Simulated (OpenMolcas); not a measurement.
# Run report: CH4Zn, energy and gradient calculation

- system: CH4Zn, SMILES [H][Zn][CH3]
- method: PBE0/3-21G, RKS (OpenMolcas 26.06)

The geometry comes from this level: GFN2-xTB.

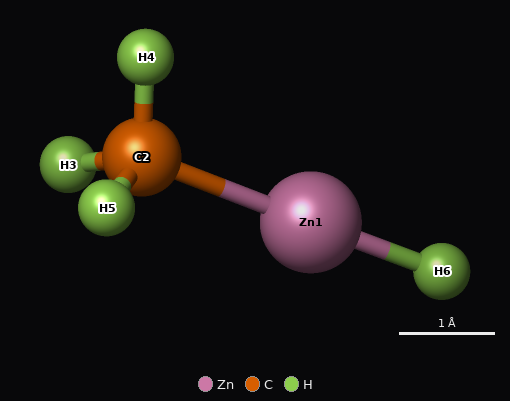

Figure 1. The structure as given in the input (ball-and-stick view, seen at a tilt; atoms are numbered from 1 in the order of the input). Sticks mark near contacts. Bond lengths as drawn: C–H 1.09 Å, C–Zn 2.01 Å and H–Zn 1.54 Å.

The input
```
&GATEWAY
 BASLIB = $CurrDir
 COORD
 6
 bohr
 Zn    -0.02643727     0.02413180    -2.43699081
 C      0.00402512     0.00100155     1.35585960
 H     -0.82359934     1.69446072     2.17207010
 H      1.90567541    -0.13426504     2.12025381
 H     -1.04326110    -1.58432749     2.13830070
 H     -0.01638393    -0.00102045    -5.34951230
 BASIS = 3-21G
 GROUP = NoSym

&SEWARD
 GRIDINPUT
 Grid=UltraFine
 End of Grid

&SCF
 KSDFT = PBE0
 THRESHOLDS = 1e-10 1e-07 1e-07 1e-05
 PRORBITALS = 1 1

&ALASKA
```

Run on 1 thread of Arm Neoverse N1, 54 GiB of memory available, shared host.

Launched with:
```bash
export MOLCAS_MEM=1860
pymolcas calc.input > calc.log
```

The program's output
```
--- Start Module: gateway ---

                                              &GATEWAY

                       available to each process: 1.9 GB of memory, 1 thread

 Basis Set     1 Label: ZN.3-21G
 Basis set is read from library:.
 basistype.tbl is not found

 Basis Set     2 Label: C.3-21G
 Basis set is read from library:.
 basistype.tbl is not found

 Basis Set     3 Label: H.3-21G
 Basis set is read from library:.
 basistype.tbl is not found

++    Symmetry information:
      ---------------------

                    Character Table for C1

                             E
                    a        1  x, y, xy, Rz, z, xz, Ry, yz, Rx, I
--

++    Basis set information:
      ----------------------

      Basis set label: ZN.3-21G.........

      Electronic valence basis set:
      ------------------
      Associated Effective Charge  30.000000 au
      Associated Actual Charge     30.000000 au
      Nuclear Model: Point charge

      Shell  nPrim  nBasis  Cartesian Spherical Contaminant
         s      12       5        X
         p       9       4        X
         d       3       2                 X

      Basis set label: C.3-21G.........

      Electronic valence basis set:
      ------------------
      Associated Effective Charge   6.000000 au
      Associated Actual Charge      6.000000 au
      Nuclear Model: Point charge

      Shell  nPrim  nBasis  Cartesian Spherical Contaminant
         s       6       3        X
         p       3       2        X

      Basis set label: H.3-21G.........

      Electronic valence basis set:
      ------------------
      Associated Effective Charge   1.000000 au
      Associated Actual Charge      1.000000 au
      Nuclear Model: Point charge

      Shell  nPrim  nBasis  Cartesian Spherical Contaminant
         s       3       2        X
--

++    Molecular structure info:
      -------------------------

                    ************************************************
                    **** Cartesian Coordinates / bohr, angstrom ****
                    ************************************************

     Center  Label                x              y              z                     x              y              z
        1      ZN1             -0.026437       0.024132      -2.436991             -0.013990       0.012770      -1.289600
        2      C2               0.004025       0.001002       1.355860              0.002130       0.000530       0.717490
        3      H3              -0.823599       1.694461       2.172070             -0.435830       0.896670       1.149410
        4      H4               1.905675      -0.134265       2.120254              1.008440      -0.071050       1.121990
        5      H5              -1.043261      -1.584327       2.138301             -0.552070      -0.838390       1.131540
        6      H6              -0.016384      -0.001020      -5.349512             -0.008670      -0.000540      -2.830840

                    ***************************************
                    *    InterNuclear Distances / bohr    *
                    ***************************************

               1 ZN1           2 C2            3 H3            4 H4            5 H5            6 H6
    1 ZN1      0.000000
    2 C2       3.793043        0.000000
    3 H3       4.966781        2.054012        0.000000
    4 H4       4.952437        2.053989        3.285706        0.000000
    5 H5       4.955236        2.054821        3.286312        3.286219        0.000000
    6 H6       2.912647        6.705403        7.752448        7.714238        7.721961        0.000000

                    *******************************************
                    *    InterNuclear Distances / angstrom    *
                    *******************************************

               1 ZN1           2 C2            3 H3            4 H4            5 H5            6 H6
    1 ZN1      0.000000
    2 C2       2.007192        0.000000
    3 H3       2.628307        1.086936        0.000000
    4 H4       2.620717        1.086924        1.738721        0.000000
    5 H5       2.622198        1.087365        1.739041        1.738992        0.000000
    6 H6       1.541307        3.548347        4.102419        4.082199        4.086286        0.000000

                    **************************************
                    *    Valence Bond Angles / degree    *
                    **************************************
                          Atom centers                 Phi
                      3 H3       2 C2       4 H4       106.23
                      3 H3       2 C2       5 H5       106.23
                      4 H4       2 C2       5 H5       106.22
--

            Nuclear Potential Energy             86.86524806 au

--- Stop Module: gateway /rc=_RC_ALL_IS_WELL_ ---

--- Start Module: seward ---

                                              &SEWARD

                       available to each process: 1.9 GB of memory, 1 thread

               SEWARD will generate:
                  Multipole Moment integrals up to order  2
                  Kinetic Energy integrals
                  Nuclear Attraction integrals (point charge)
                  One-Electron Hamiltonian integrals
                  Velocity integrals
                  Orbital angular momentum around ( -0.0203   0.0191  -1.7313 )
                  Velocity quadrupole around ( -0.0203   0.0191  -1.7313 )
                  Two-Electron Repulsion integrals

                   Integrals are discarded if absolute value <: 1.00E-14
                   Integral cutoff threshold is set to       <: 1.00E-16

            Nuclear Potential Energy             86.86524806 au

      Basis set specifications :
      Symmetry species         a
      Basis functions           44

--- Stop Module: seward /rc=_RC_ALL_IS_WELL_ ---
--- Module seward spent 1 second ---

--- Start Module: scf ---

                                                &SCF

                       available to each process: 1.9 GB of memory, 1 thread

 ###############################################################################
 ###     Minimized-density-differences option turned off!                    ###
 ###############################################################################
++    Input section:
      --------------

      Header of the integral files:

      Cartesian coordinates in angstrom:
      -----------------------------------------------------
      No.  Label        X            Y            Z
      -----------------------------------------------------
       1   ZN1       -0.01399000   0.01277000  -1.28960000
       2   C2         0.00213000   0.00053000   0.71749000
       3   H3        -0.43583000   0.89667000   1.14941000
       4   H4         1.00844000  -0.07105000   1.12199000
       5   H5        -0.55207000  -0.83839000   1.13154000
       6   H6        -0.00867000  -0.00054000  -2.83084000
      -----------------------------------------------------
      Nuclear repulsion energy =   86.86524806
--

++    Orbital specifications:
      -----------------------

      Symmetry species               1
                                     a
      Frozen orbitals                0
      Occupied orbitals             20
      Secondary orbitals            24
      Deleted orbitals               0
      Total number of orbitals      44
      Number of basis functions     44
--

      Molecular charge                           0.000

      Numerical integration parameters
      --------------------------------
      Radial quadrature type:                         MHL
      Size of radial grid:                            99
      Lebedev angular grid:                           41
      Angular grid pruned with the crowding factor:  1.00E+10
                                 and fading factor:  1.00E+01
      Screening threshold for integral computation:   1.00E-11
      Radial quadrature accuracy:                     1.00E-25
      Maximum batch size:                             128
      AO values are stored on disk
      The same grid will be used for all iterations.

      DFT functional specifications
      -----------------------------
      Using Libxc version: 6.2.2
      Please cite the following reference:
      S. Lehtola, C. Steigemann, M. J.T. Oliveira, and M. A.L. Marques.,  SoftwareX 7, 1–5 (2018) doi:10.1016/j.softx.2017.11.002

      * PBEH (PBE0)

++    Optimization specifications:
      ----------------------------

      SCF Algorithm: Conventional
      D(i)-D(i-1) density differences are used
      Number of density matrices in core                 5
      Maximum number of NDDO SCF iterations            400
      Maximum number of HF SCF iterations              400
      Threshold for SCF energy change             1.00E-10
      Threshold for density matrix                1.00E-07
      Threshold for Fock matrix                   1.00E-07
      Threshold for linear dependence             1.00E-09
      Threshold at which DIIS is turned on        1.50E-01
      Maximum depth in the DIIS procedure                5
      Maximum depth in the BFGS Hessian update          30
      Threshold at which QNR/C2DIIS is turned on  7.50E-02
      Threshold for Norm(delta) (QNR/C2DIIS)      1.00E-05
      All orbitals punched on: SCFORB
--

      Input vectors read from INPORB
      Orbital file label: *Guess orbitals

++ Convergence information
                                   PBE0       iterations: Energy and convergence statistics

Iter     Tot. PBE0       One-elec.       Two-elec.     Energy      Max Dij or  Max Fij      DNorm      TNorm      AccCon     Time
         Energy          Energy          Energy        Change      Delta Norm                                                in Sec.

 The total and one-electron energies are shifted by a value of      1000. a.u.

   1  -810.250866580 -1760.085074717   862.968960081   0.00E+00    4.46E-01*   2.73E-01*    9.41E+00   2.65E+02   None         1.
   2  -810.480774136 -1757.941762184   860.595739992  -2.30E-01*   8.86E-02*   4.09E-02*    2.42E+00   2.65E+02   EDIIS        0.
   3  -810.488576267 -1760.088061994   862.734237670  -7.80E-03*   4.25E-02*   1.30E-02*    4.35E-01   2.65E+02   c2DIIS       1.
   4  -810.494555233 -1758.538437849   861.178634560  -5.98E-03*   3.18E-02*   5.70E-03*    1.58E-01   2.65E+02   QNRc2DIIS    0.
   5  -810.494371316 -1759.285440792   861.925821419   1.84E-04*   1.66E-02*   7.23E-03*    1.20E-01   2.65E+02   QNRc2DIIS    0.
   6  -810.495110552 -1758.894069306   861.533710697  -7.39E-04*   1.01E-03*   2.77E-04*    6.08E-02   2.65E+02   QNRc2DIIS    0.
   7  -810.495111757 -1758.877483123   861.517123310  -1.20E-06*   2.17E-04*   1.88E-04*    4.30E-03   2.65E+02   QNRc2DIIS    1.
   8  -810.495111803 -1758.892553126   861.532193266  -4.58E-08*   1.22E-04*   1.57E-04*    1.19E-03   2.65E+02   QNRc2DIIS    0.
   9  -810.495111852 -1758.885819534   861.525459626  -4.89E-08*   5.76E-06    1.26E-06*    6.07E-04   2.65E+02   QNRc2DIIS    0.
  10  -810.495111852 -1758.885826039   861.525466131  -3.62E-11    5.28E-07    9.13E-08     2.97E-05   2.65E+02   QNRc2DIIS    0.

       Convergence after  10 Iterations
--

 *****************************************************************************************************************************
 *                                             SCF/KS-DFT Program, Final results                                             *
 *                                                       Final Results                                                       *
 *****************************************************************************************************************************

::    Total KS-DFT energy                           -1810.4951118515
      One-electron energy                           -2758.8858260394
      Two-electron energy                             861.5254661312
      Nuclear repulsion energy                         86.8652480566
      Kinetic energy (interpolated)                  1809.8057260503
      Virial theorem                                    1.0003809170
      Total spin, S(S+1)                                0.0000000000
      Total spin, S                                     0.0000000000
      Max non-diagonal density matrix element           0.0000004452
      Max non-diagonal Fock matrix element              0.0000000097

      All orbitals with orbital energies smaller than  E(LUMO)+0.5 are printed

++    Molecular orbitals:
      -------------------

      Title: RKS-DFT orbitals

      Molecular orbitals for symmetry species 1: a

          Orbital            1         2         3         4         5         6         7         8         9        10
          Energy         -345.3105  -42.1093  -36.9756  -36.9719  -36.9719  -10.1344   -4.7994   -3.1598   -3.1553   -3.1553
          Occ. No.          2.0000    2.0000    2.0000    2.0000    2.0000    2.0000    2.0000    2.0000    2.0000    2.0000

          Orbital           11        12        13        14        15        16        17        18        19        20
          Energy           -0.6826   -0.4142   -0.4000   -0.3999   -0.3710   -0.3710   -0.3611   -0.3611   -0.3182   -0.2677
          Occ. No.          2.0000    2.0000    2.0000    2.0000    2.0000    2.0000    2.0000    2.0000    2.0000    2.0000

          Orbital           21        22        23        24        25        26        27        28        29        30
          Energy           -0.0084   -0.0083    0.0275    0.0869    0.1437    0.1453    0.1454    0.2387    0.2391    0.2865
          Occ. No.          0.0000    0.0000    0.0000    0.0000    0.0000    0.0000    0.0000    0.0000    0.0000    0.0000

          Orbital           31
          Energy            0.3666
          Occ. No.          0.0000

--

++    Molecular charges:
      ------------------

      Mulliken charges per centre and basis function type
      ---------------------------------------------------

                ZN1     C2      H3      H4      H5      H6
      1s       7.1594  3.5379  0.7711  0.7710  0.7712  1.0947
      2px      4.0299  1.1058  0.0000  0.0000  0.0000  0.0000
      2pz      4.5753  1.2802  0.0000  0.0000  0.0000  0.0000
      2py      4.0298  1.1064  0.0000  0.0000  0.0000  0.0000
      3d2+     1.9998  0.0000  0.0000  0.0000  0.0000  0.0000
      3d1+     1.9837  0.0000  0.0000  0.0000  0.0000  0.0000
      3d0      1.8004  0.0000  0.0000  0.0000  0.0000  0.0000
      3d1-     1.9837  0.0000  0.0000  0.0000  0.0000  0.0000
      3d2-     1.9997  0.0000  0.0000  0.0000  0.0000  0.0000
      Total   29.5617  7.0302  0.7711  0.7710  0.7712  1.0947

      N-E      0.4383 -1.0302  0.2289  0.2290  0.2288 -0.0947

      Total electronic charge=   40.000000

      Total            charge=   -0.000000
--

++    Molecular properties:
      ---------------------

      Charge (e):
                      =   -0.0000
      Dipole Moment (debye):
      Origin of the operator (angstrom)=   -0.0107    0.0101   -0.9162
                   X= -1.9460E-02               Y=  2.6205E-02               Z=  3.9907E-01           Total=  4.0041E-01
      Quadrupole Moment (debye*angstrom):
      Origin of the operator (angstrom)=   -0.0107    0.0101   -0.9162
                  XX= -2.1453E+01              XY= -2.6410E-05              XZ= -2.5396E-03              YY= -2.1453E+01
                  YZ= -2.5110E-02              ZZ= -2.8264E+01
      In traceless form (debye*angstrom)
                  XX=  3.4058E+00              XY= -3.9614E-05              XZ= -3.8094E-03              YY=  3.4055E+00
                  YZ= -3.7665E-02              ZZ= -6.8112E+00
--

--- Stop Module: scf /rc=_RC_ALL_IS_WELL_ ---
--- Module scf spent 7 seconds ---

--- Start Module: alaska ---

                                              &ALASKA

                       available to each process: 1.9 GB of memory, 1 thread

                     Threshold for contributions to the gradient: 1.000E-07

                    ********************************************
                    * Symmetry Adapted Cartesian Displacements *
                    ********************************************

           Irreducible representation : a
           Basis function(s) of irrep: x, y, xy, Rz, z, xz, Ry, yz, Rx, I

 Basis Label        Type   Center Phase
   1   ZN1          x         1     1
   2   ZN1          y         1     1
   3   ZN1          z         1     1
   4   C2           x         2     1
   5   C2           y         2     1
   6   C2           z         2     1
   7   H3           x         3     1
   8   H3           y         3     1
   9   H3           z         3     1
  10   H4           x         4     1
  11   H4           y         4     1
  12   H4           z         4     1
  13   H5           x         5     1
  14   H5           y         5     1
  15   H5           z         5     1
  16   H6           x         6     1
  17   H6           y         6     1
  18   H6           z         6     1

                     No automatic utilization of translational and rotational invariance of the energy is employed.

 Rotational correction to the DFT gradient is turned off due to close-to-degeneracy problems!

 DFT contribution computed for a moving grid.

 Conventional ERI gradients!

 **************************************************
 *              Molecular gradients               *
 **************************************************

  Irreducible representation: a
 ------------------------------------------------------------------------------------------
                              X                       Y                       Z
 ------------------------------------------------------------------------------------------
  ZN1              -2.41164478466477E-04    1.00559091765567E-04   -4.39641228425405E-02
  C2                5.11288419558997E-04   -4.44291718940115E-05    4.40165402272488E-02
  H3                3.43625230963185E-03   -6.96957518561803E-03   -8.17265346633178E-05
  H4               -7.90272466554365E-03    5.19957464190868E-04    1.48837763982446E-05
  H5                4.25257247832311E-03    6.31518559060096E-03    5.41673124017095E-05
  H6               -5.62240635048998E-05    7.83022109513698E-05   -3.97419388127318E-05
 ------------------------------------------------------------------------------------------

--- Stop Module: alaska /rc=_RC_ALL_IS_WELL_ ---
--- Module alaska spent 3 seconds ---

.##################.
.# Happy landing! #.
.##################.

    Timing: Wall=12.65 User=10.75 System=1.85
```

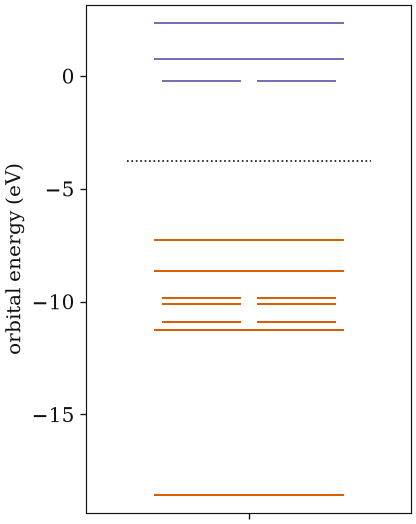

Figure 2. Orbital energies near the frontier; the dotted line parts filled from empty levels, and levels within 0.02 eV of each other stand side by side. Highest filled −7.29 eV, lowest empty −0.23 eV, 7.06 eV apart.

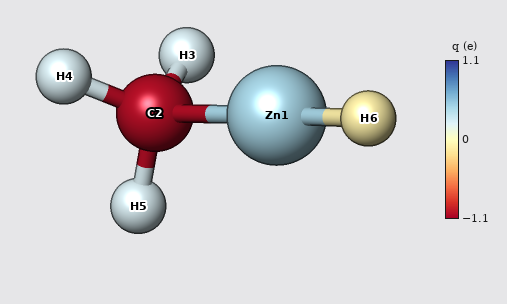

Figure 3. Mulliken charges, as the colour of each atom (ball-and-stick view, seen at a tilt; atoms are numbered from 1 in the order of the input). By element: Zn +0.44, C −1.03 and H −0.09 to +0.23 e.

Key numbers

```json
{"quantity": "outcome", "value": "converged"}
{"quantity": "total energy", "value": "−1810.495112 hartree"}
{"quantity": "basis functions", "value": "44"}
{"quantity": "largest force", "value": "2.264 eV/Å"}
{"quantity": "HOMO", "value": "−7.29 eV"}
{"quantity": "LUMO", "value": "−0.23 eV"}
{"quantity": "dipole moment", "value": "0.40 debye"}
{"quantity": "wall time", "value": "13 s"}
{"quantity": "peak memory", "value": "0.38 GiB"}
```
